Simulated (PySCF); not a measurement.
The calculation's input:

```
{"job": {"kind": "nmr", "xc": "PBE0", "basis": "pcSseg-1"}, "charge": 0, "multiplicity": 1}
C     -3.421970    -0.382960    -0.207459
C     -2.101707    -0.567030    -0.181577
F     -1.677556    -1.860770    -0.044569
B     -1.006083     0.524664    -0.290079
C      0.490853     0.064565    -0.229365
S      1.740594     1.396954    -0.313707
C      3.238992     0.367780    -0.266093
H     -4.115541    -1.204373    -0.126431
H     -3.827250     0.605340    -0.312139
H     -1.320322     1.640610    -0.417898
H      0.704354    -0.621429    -1.054617
H      0.685235    -0.497511     0.688889
H      3.255648    -0.214999     0.651487
H      4.087329     1.043124    -0.289711
H      3.263011    -0.285976    -1.134298
```

Run with:

```sh
OMP_NUM_THREADS=1 python probes_run.py task.json out
```

Geometry: GFN2-xTB.

Method: PBE0/pcSseg-1, SCF density, gas phase, non-relativistic in PySCF.

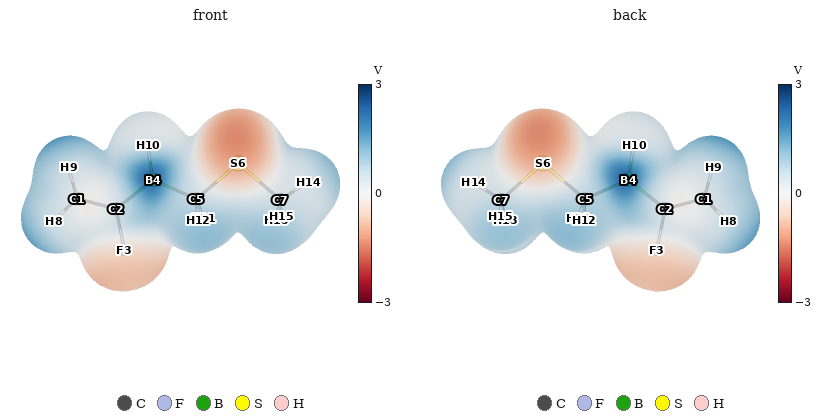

C₄H₈BFS. The molecular electrostatic potential painted on the density surface at 0.004 e/bohr³, seen from the front and from behind; the colour scale runs from red (negative) to blue (positive).

Describe the electrostatic potential map.

The most negative region (about −1.4 V, or −32 kcal/mol for a unit charge) lies over S6, the most positive (about +2.2 V, or +51 kcal/mol for a unit charge) over B4.

How polar is the molecule by this calculation?

Its dipole moment is 1.13 D.
